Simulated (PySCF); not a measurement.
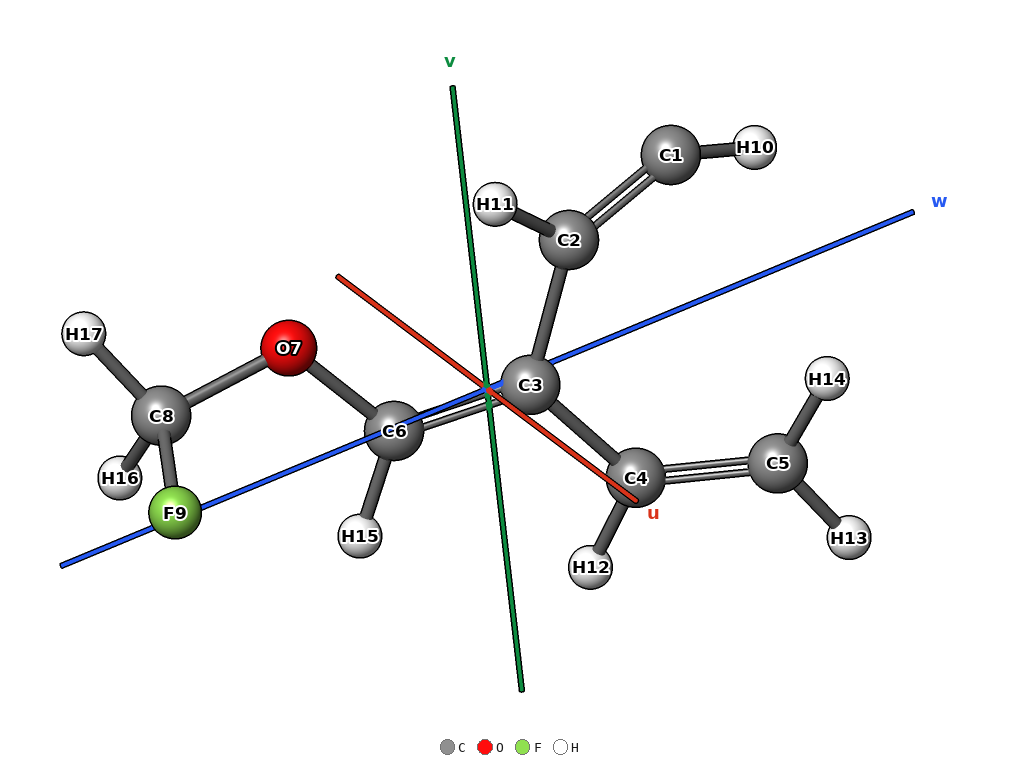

The lines u, v and w are the principal axes of the g tensor. Charge 0, doublet. The computed structure is the end point of a GFN2-xTB optimisation. No frequency run is at hand to confirm it as a minimum. Properties computed with UKS B3LYP, pcH-1 on C F H O, non-relativistic, mean-field spin-orbit, GIAO (PySCF 2.14.0).

Along which axis does g lie farthest from the free-electron value?

Along u: the shift is 512 ppm.

Give the principal values and shifts.

| axis | g | shift (ppm) |
| --- | --- | --- |
| u | 2.00283 | 512 |
| v | 2.00213 | −189 |
| w | 2.00183 | −488 |
